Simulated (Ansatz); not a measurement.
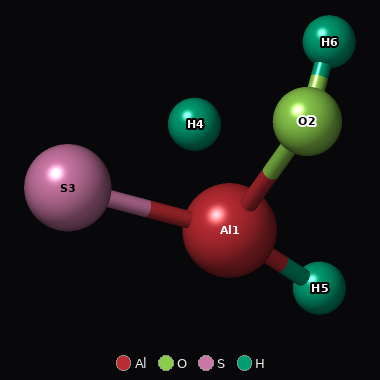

The system is the reacting system AlH₃OS; the picture shows the reference structure. Coordinates scanned: (1) distance O2–H4 (bond that forms); (2) distance S3–H4 (bond that breaks). Relaxed at each point: all other coordinates. Grid: 7 × 7 points. Points are written as (first, second). Energies: eV, counted from a guessed transition structure relaxed with its forming and breaking bonds held. The reference is spin-restricted, so regions where a bond is pulled apart into radicals lie too high. These are results of RKS wB97X-V/def2-SVP in Ansatz 0.2.0, not measurements.

Its coordinates:

```csv
atom,x (Å),y (Å),z (Å)
Al,-0.7647,0.3971,-0.5774
O,0.9875,0.2199,0.7049
S,-0.2673,-1.4737,-1.2922
H,0.8218,-0.8122,-0.0288
H,-1.5868,1.7199,-0.4252
H,0.8095,-0.0509,1.6187
```

Range: distance O2–H4 (bond that forms) from 0.873 to 2.373 Å; distance S3–H4 (bond that breaks) from 1.224 to 3.024 Å.

What landscape does the calculation give?

Answer. The lowest grid point is at (2.373 Å, 1.416 Å), −1.88 eV from a guessed transition structure relaxed with its forming and breaking bonds held. It lies at the edge of the scanned range, so the true minimum may lie outside. Other grid points that lie below all their neighbours: (1.033 Å, 2.308 Å) (1.28 eV higher). The highest grid point, (0.873 Å, 1.224 Å), lies 7.41 eV above the lowest. On the interpolated surface the lowest path from the side where the first distance is long, (2.373 Å, 1.416 Å), to the side where the second distance is long, (1.033 Å, 2.657 Å), has its top at about (1.21 Å, 1.75 Å), about 1.4 eV above the start and 0.16 eV above the end.

```
second ↓, first →  0.873  1.033  1.253  1.504  1.777  2.067  2.373
            3.024  −0.32  −0.57   0.42   1.78   2.79   3.25   3.42
            2.657  −0.29  −0.60   0.27   1.41   2.16   2.45   2.54
            2.308  −0.17  −0.61   0.02   0.83   1.28   1.42   1.44
            1.981   0.15  −0.52  −0.28   0.09   0.22   0.21   0.17
            1.680   0.96  −0.14  −0.50  −0.68  −0.85  −0.99  −1.09
            1.416   2.78   0.94  −0.26  −1.00  −1.45  −1.73  −1.88
            1.224   5.53   2.83   0.83  −0.37  −1.05  −1.42  −1.63
```

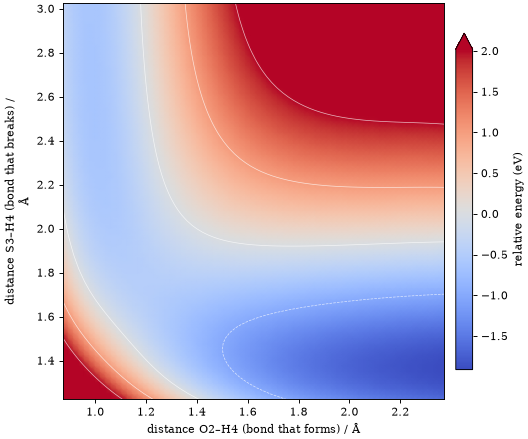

The picture shows a smooth colour map with a few white contour lines, one colour for all values above the top of the scale. Between grid points the surface is interpolated.

The whole map (49 points run) took 22 min on 1 thread of Arm Neoverse V2, on a shared host.
